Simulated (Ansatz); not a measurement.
# Calculations on CH3BSSi

**1. Relaxation**

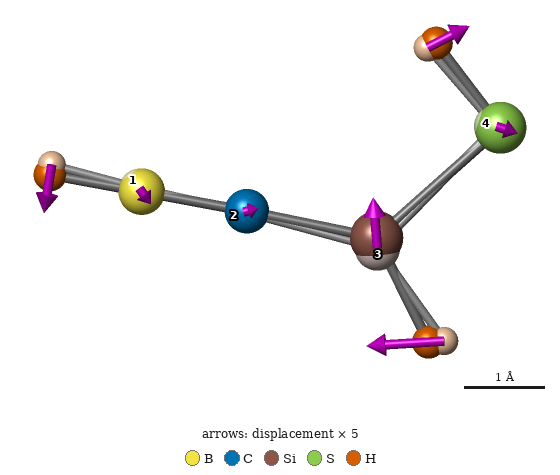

This is a relaxation of CH₃BSSi. The starting structure is drawn faded, the final one solid; purple arrows show the displacements, 5 times their true length. The two geometries are superimposed by the best rigid fit.

A ball-and-stick model, seen face on.

The run prepares an end point of a later path (torsion) calculation, from a guessed geometry.

All numbers below come from Ansatz 0.2.0, RKS PBE0-D4/6-31G*.

Input
```yaml
crystal:
  periodic: [false, false, false]
  atoms:
    - { symbol: B, position_ang: [-1.88791, 0.2216, -1.06399] }
    - { symbol: C, position_ang: [-0.8745, 0.14362, -0.16588] }
    - { symbol: Si, position_ang: [0.38599, 0.07368, 1.0423] }
    - { symbol: S, position_ang: [2.40198, -0.41943, 0.42776] }
    - { symbol: H, position_ang: [-2.71508, 0.27688, -1.85698] }
    - { symbol: H, position_ang: [0.57979, 0.24966, 2.47243] }
    - { symbol: H, position_ang: [2.10974, -0.54601, -0.85563] }
basis:
  gaussian: { orbitals: "6-31G*" }
hamiltonian:
  xc: pbe0
  dispersion: d4
relax:
  f_tol: 0.015
  max_steps: 40
```

Run as
```bash
ansatz run input.yaml --threads 1 --pin off --max-ram 2048MiB --backend cpu --events-out ev --progress --plain --runs-dir out
```

Which element moves most?

Hydrogen: up to 0.20 Å, against 0.13 Å for silicon.

What did the optimiser do to the structure, and how much energy did it gain?

After 5 accepted moves (6 points after the start) the energy has fallen by 23.4 kJ/mol. Largest force component: 2.9 eV/Å at the start, 0.0012 eV/Å at the end. The line search rejected the trial step at point 3 of the run. H6 moves most after the best rigid fit: 0.20 Å. By element the largest moves are H 0.20 Å, Si 0.13 Å, S 0.06 Å, B 0.05 Å, C 0.04 Å. Some distances before and after: C2–Si3 1.747 → 1.674 Å, Si3–S4 2.164 → 2.110 Å, B1–H5 1.147 → 1.178 Å, Si3–H6 1.454 → 1.481 Å. Bond angles that change, for instance: C2–Si3–H6 140.5° → 127.8°, C2–Si3–S4 119.0° → 126.6°, S4–Si3–H6 100.5° → 105.6°.

**2. Relaxation**

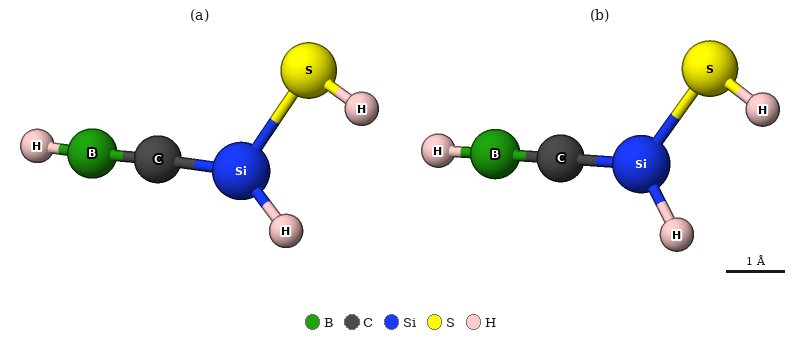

The structure of CH3BSSi before (left) and after (right) a relaxation, at one scale.

The picture is a ball-and-stick view, seen at a tilt.

The run prepares an end point of a later path (torsion) calculation, from a guessed geometry.

Computed with RKS PBE0-D4/6-31G* in Ansatz 0.2.0.

Input
```yaml
crystal:
  periodic: [false, false, false]
  atoms:
    - { symbol: B, position_ang: [-1.88791, 0.2216, -1.06399] }
    - { symbol: C, position_ang: [-0.8745, 0.14362, -0.16588] }
    - { symbol: Si, position_ang: [0.38599, 0.07368, 1.0423] }
    - { symbol: S, position_ang: [2.40198, -0.41943, 0.42776] }
    - { symbol: H, position_ang: [-2.71508, 0.27688, -1.85698] }
    - { symbol: H, position_ang: [0.57979, 0.24966, 2.47243] }
    - { symbol: H, position_ang: [2.91966, -0.34799, 1.64243] }
basis:
  gaussian: { orbitals: "6-31G*" }
hamiltonian:
  xc: pbe0
  dispersion: d4
relax:
  f_tol: 0.015
  max_steps: 40
```

Command:
```bash
ansatz run input.yaml --threads 1 --pin off --max-ram 2048MiB --backend cpu --events-out ev --progress --plain --runs-dir out
```

What changed between the two?

Answer. The largest move after the best rigid fit is that of H6, 0.20 Å. By element the largest moves are H 0.20 Å, Si 0.12 Å, B 0.06 Å, C 0.06 Å, S 0.04 Å. Among the contacts that change: C2–Si3 1.747 → 1.672 Å, Si3–S4 2.164 → 2.112 Å, Si3–H6 1.454 → 1.485 Å, B1–H5 1.147 → 1.177 Å. Among the angles between lasting bonds that change: C2–Si3–H6 140.5° → 127.3°, S4–Si3–H6 100.5° → 108.5°, C2–Si3–S4 119.0° → 124.2°. Over 5 geometry steps the energy falls by 25.5 kJ/mol. The largest force component goes from 2.9 to 0.014 eV/Å. The run took of the order of 40 core-seconds on a shared host.

**3. Path**

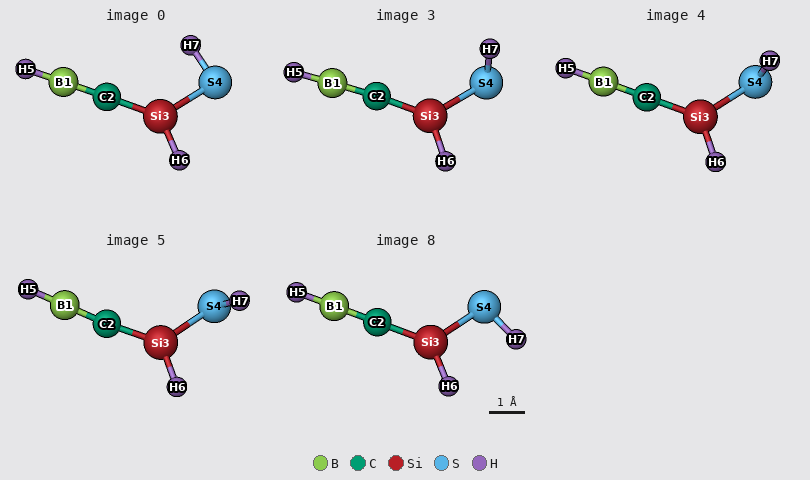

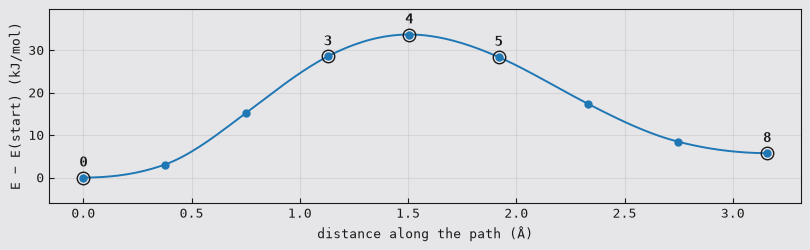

A search for the minimum-energy path of CH3BSSi by the nudged elastic band. Images are numbered from 0 (start) to 8 (end). The picture is a ball-and-stick view, seen from a free direction.

The calculation used RKS PBE0-D4/6-31G* (Ansatz). Set-up: 7 movable images; climbing image; force threshold 0.05 eV/Å; iteration limit 60; starting path through a guess of the saddle point.

**Describe the mechanism and the energy profile.**

The energy climbs by 33.7 kJ/mol to image 4 and then falls by 27.9 kJ/mol, so the end point sits at +5.7 kJ/mol. The motion is a rotation about the Si3–S4 bond by about 180°, with a turn of about 30° about B1–C2, with a turn of about 35° about C2–Si3. No bond forms or breaks between the ends. Among the angles between lasting bonds that change up to the highest image: S4–Si3–H6 105.6° → 110.7°, C2–Si3–H6 127.8° → 123.6°. The band converged in 11 iterations. The largest component of the band force went from 33 to 0.035 eV/Å. The climbing image converged on the top of the path. Its vibrational analysis gives one imaginary mode (338i cm⁻¹), as a transition state must have.
